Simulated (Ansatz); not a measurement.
# Be3VSn2: relaxing a made-up structure, part 2 of 2

This structure for Be3VSn2 is made up. Its elements were placed in a known structure type with a cell scaled to their sizes. What cell does the guess relax to, and how far off was it?

Ansatz 0.2.0; DFT, PBEsol, plane-wave PAW, files of the set soft_1, scalar-relativistic, ferromagnetic start, cell and ions relaxed at zero pressure; PAW set soft_1 (the session's first sound run).

So far: The starting structure; Relaxing cell and atoms. The relaxed cell has a = 4.903, c = 12.065 Å (conventional setting).

### 3. Electronic structure of the relaxed cell

A second self-consistent run takes a narrower smearing and the mesh shown in its input; the bands follow along the standard path of the relaxed lattice.

This step: DFT, PBEsol, plane-wave PAW, files of the set soft_1, scalar-relativistic, no spin, bands and density of states at the relaxed cell; PAW set soft_1 (Ansatz 0.2.0).

input.yaml reads:

```yaml
crystal:
  lattice:
    - [2.4513812035, 1.4153055976, 4.0218010993]
    - [-2.4513812035, 1.4153055976, 4.0218010993]
    - [0.0, -2.8306111957, 4.0218010991]
  atoms:
    - { symbol: Sn, position: [0.3707576679, 0.3707576679, 0.3707576679] }
    - { symbol: Sn, position: [0.6292423321, 0.6292423321, 0.6292423321] }
    - { symbol: V, position: [0.0, 0.0, 0.0] }
    - { symbol: Be, position: [0.0, 0.0, 0.5] }
    - { symbol: Be, position: [0.5, 0.0, 0.0] }
    - { symbol: Be, position: [0.0, 0.5, 0.0] }
kpoints:
  mp_grid: { grid: [8, 8, 8] }
  band_path:
    path:
      - [[0.0, 0.0, 0.0], [0.5, 0.0, 0.0], [0.5, 0.24922635, -0.24922635]]
      - [[0.75077365, 0.5, 0.24922635], [0.5, 0.5, 0.5], [0.0, 0.0, 0.0], [0.37461317, 0.0, -0.37461317]]
      - [[0.62538683, 0.37461317, 0.0], [0.5, 0.5, 0.0], [0.62538683, 0.62538683, 0.24922635], [0.5, 0.5, 0.5]]
      - [[0.5, 0.0, 0.0], [0.75077365, 0.37461317, 0.37461317]]
    npoints: 8
scf:
  occupations: { method: fermi_dirac, width: 0.03 }
  n_extra_bands: 10
hamiltonian:
  xc: pbesol
  pseudopotentials: { kind: paw, azcp: { folder: soft_1 }, xc_functional: pbe }
output:
  forces: true
  stress: true
  write_bands: true
  dos: { projected: true }
  write_density: true
  write_potential: true
  elf: true
  volumetric_format: npy
```

On the command line:

```console
> ansatz run input.yaml --threads 4 --pin off --max-ram 10240MiB --backend cpu --events-out ev --progress --plain --runs-dir out
```

Numbers of over 12 decimals in the logs are rounded to 6 here.

Log:

```text
[...]
Crystal: 6 atoms, lattice volume = 83.721 Å³
Basis set: ecut = 420 eV, 1639 PW (Γ), exchange–correlation on 72×72×72 points (8 copies of the dense FFT grid, shifted against one another)
Bands: 34, of which v1, the nominal top of the filled ones, is band 24 counted from 1 (23 counted from 0)
Symmetry: 12 space group operations
[...]
k-points: 65 of 512
[...]
SCF iter   1: F=—  HF=-15058.601010 eV  |F-HF|=—  |Δ(HF+E_count)|=         —  Δρ=1.28e-1  dr2=3.04e1  ethr=3.10e-3  ⟨swp⟩=6.4  Hψ=10438  notcnv=0  defer=2
[...]
SCF iter   8: F=-15054.728955 eV  HF=-15054.728955 eV  |F-HF|=1.65e-8  |Δ(HF+E_count)|=   1.42e-7  Δρ=6.25e-6  dr2=2.72e-8  ethr=2.13e-10  ⟨swp⟩=15.3  Hψ=17211  notcnv=0
SCF 1 converged in 8 iterations: F = -15054.728955 eV  dr2 = 2.72e-8
[...]
NSCF: frozen V_eff on 76 k-points
SCF converged after 8 iterations
Free energy (F): -15054.728955 eV
[...]
Internal energy: -15054.717656 eV  (E = F + TS)
E sigma→0 (E₀):  -15054.723305 eV
Entropy (-TS):   -0.011299 eV (-1.883 meV/atom)
Fermi energy:    11.961025 eV
[...]
--- Forces (eV/Å), atoms counted from 1 ---
  atom   1  Sn     0.00000000    -0.00000000     0.03287146
  atom   2  Sn    -0.00000000     0.00000000    -0.03287146
  atom   3  V     -0.00000000    -0.00000000     0.00000000
  atom   4  Be    -0.00000000    -0.00000000     0.00000000
  atom   5  Be     0.00000000     0.00000000     0.00000000
  atom   6  Be     0.00000000     0.00000000     0.00000000
  max |Σ_I F_I| component: 1.85e-17 eV/Å
--- Stress (GPa, compression-positive) ---
       -0.379461       0.000000      -0.000000
        0.000000      -0.379461      -0.000000
       -0.000000      -0.000000       0.743144
  P = ⅓ Tr σ = -0.0053 GPa (-0.053 kbar)
--- Band table (eV; the first three rows and the last of 65) ---
  k-point 0: bands = [... 20 lower, 10.1894, 10.1894, 11.2255, 11.3811, 11.3811, 11.8772, 13.7658, 13.7658, ... 6 higher]
  k-point 1: bands = [... 20 lower, 10.1473, 10.2577, 11.2862, 11.4801, 11.7660, 12.4575, 13.6772, 13.6959, ... 6 higher]
  k-point 2: bands = [... 20 lower, 10.1570, 10.5745, 11.1435, 11.7089, 12.3445, 13.2705, 13.7293, 14.8184, ... 6 higher]
  k-point 64: bands = [... 20 lower, 11.4475, 11.4475, 11.5993, 11.5993, 13.9394, 14.2255, 14.2255, 15.7851, ... 6 higher]
```

Wall time 3.6 s (4 threads of Intel Xeon at 2.60GHz (Ice Lake), shared host); peak memory 0.57 GiB.

This step gave:

| Quantity | Value |
| --- | --- |
| free energy | -15054.7290 eV |
| energy at zero smearing | -15054.7233 eV |
| smearing term TS | 0.01130 eV |
| Fermi energy | 11.96 eV |
| pressure | -0.005259 GPa |

bands.tsv at the labelled points (eV, zero at the Fermi level; the bands that come nearest the Fermi level along the path):

```tsv
point	band 21	band 22	band 23	band 24	band 25	band 26	band 27	band 28
Γ	-1.77	-1.77	-0.74	-0.58	-0.58	-0.08	1.80	1.80
L	-2.08	-1.86	-0.61	-0.05	2.18	2.31	2.55	3.36
B1	-1.41	-0.75	-0.14	1.22	1.72	1.82	2.51	3.81
B	-1.41	-0.75	-0.14	1.22	1.72	1.82	2.51	3.81
Z	-0.51	-0.51	-0.36	-0.36	1.98	2.26	2.26	3.82
Γ	-1.77	-1.77	-0.74	-0.58	-0.58	-0.08	1.80	1.80
X	-0.63	-0.48	-0.31	0.98	1.86	2.07	3.17	3.19
Q	-0.63	-0.48	-0.31	0.98	1.86	2.07	3.17	3.19
F	-0.36	-0.22	-0.03	1.30	2.00	3.79	3.86	4.10
P1	-0.60	-0.55	-0.06	1.03	1.76	1.84	3.36	3.52
Z	-0.51	-0.51	-0.36	-0.36	1.98	2.26	2.26	3.82
L	-2.08	-1.86	-0.61	-0.05	2.18	2.31	2.55	3.36
P	-0.60	-0.55	-0.06	1.03	1.76	1.84	3.36	3.52
```

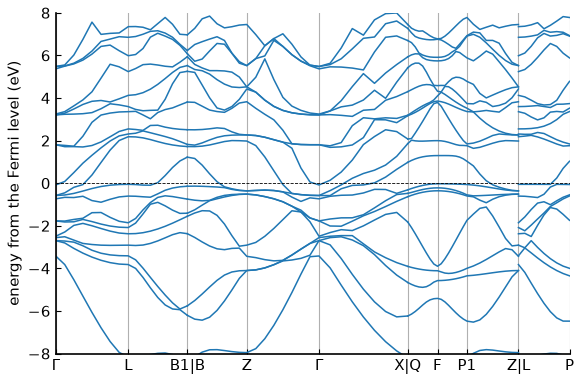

Bands along the path. 15 bands lie wholly below the window drawn.

Counts of states for the cell as run, both spins, by energy window (eV from the Fermi level):

| from | to | total |
| --- | --- | --- |
| -8 | -7 | 1.16 |
| -7 | -6 | 0.80 |
| -6 | -5 | 1.40 |
| -5 | -4 | 1.62 |
| -4 | -3 | 1.94 |
| -3 | -2 | 1.90 |
| -2 | -1 | 2.45 |
| -1 | 0 | 5.46 |
| 0 | 1 | 1.54 |
| 1 | 2 | 2.31 |
| 2 | 3 | 3.20 |
| 3 | 4 | 3.52 |
| 4 | 5 | 2.72 |

Below -8 eV lie 30.2 more states.

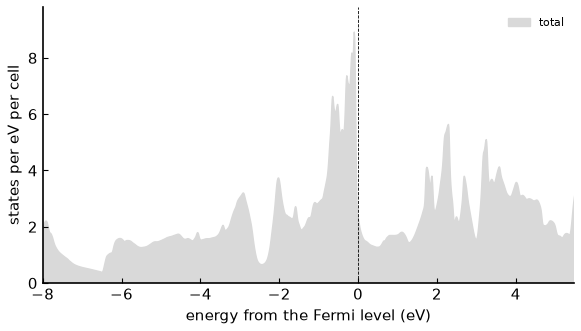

Total density of states, smoothed over about 0.04 eV.

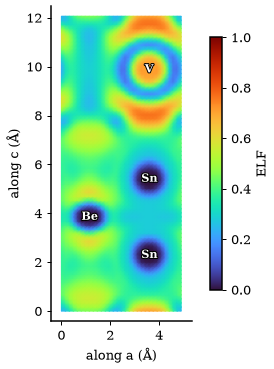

ELF in the ac plane of the conventional cell at fractional y = 0.000, with atoms of Sn and V and Be within 0.2 Å of it. It is the smooth field of the valence electrons, not physical close to the nuclei. The map starts off the cell's origin, so that atoms lie inside it.

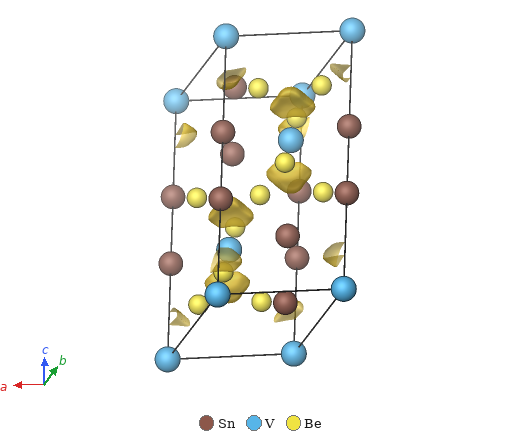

Surface of ELF = 0.69.

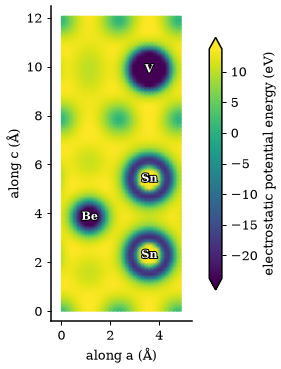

Electrostatic potential energy in the ac plane of the conventional cell at fractional y = 0.000, with atoms of Sn and V and Be within 0.2 Å of it. With pseudopotentials it is smooth inside the atoms' cores, unlike the true potential. The map starts off the cell's origin, so that atoms lie inside it.

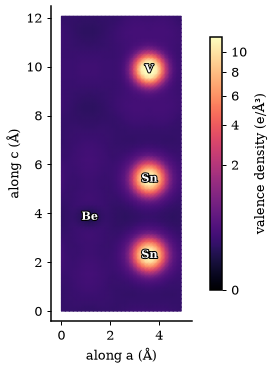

Valence density in the ac plane of the conventional cell at fractional y = 0.000, with atoms of Sn and V and Be within 0.2 Å of it. It is the smooth field of the valence electrons, not physical close to the nuclei. The map starts off the cell's origin, so that atoms lie inside it. The colour scale is stretched toward low values.

### 4. Summary of results

```json
{
  "space group, relaxed": "R-3m",
  "conventional cell": "a = 4.903, b = 4.903, c = 12.065 Å; α = 90.0°, β = 90.0°, γ = 120.0°",
  "volume per atom": "13.95 Å³ (guess 14.94)",
  "total moment": "0.00 μB in the cell of 6 atoms"
}
```

Be3VSn2 relaxes to R-3m with a = 4.903, b = 4.903 and c = 12.065 Å. The guessed volume was 7 % too large. The space group R-3m was held in the relaxation, so the end point is a stationary structure within it and may be a saddle against distortions or other arrangements. The moments died out from this one start and weren't seeded again at the relaxed cell. Bands cross the Fermi level, so it is a metal or semimetal at this level. The electron count is odd, which forces that without spin polarisation or a larger cell. On the 8×8×8 mesh with the narrower smearing (relaxed on 7×7×7) the largest force component is 0.033 eV/Å and the largest stress component is 0.743 GPa, against the relaxation's thresholds of 0.015 eV/Å and 0.05 GPa. The cutoff wasn't tested. No dispersion term is used, so weakly bound directions may come out too long. Nothing here tests whether the compound is stable against decomposition.

[Logs are printed without paths, hosts, clocks, repeated set-up lines and the standing remarks that a program may print on its own settings, such as how far it seeks lower states.]

[Hosts, paths, dates, database ids (printed as entryN), source tags and the programs' standing remarks are cut or masked in the printed files.]
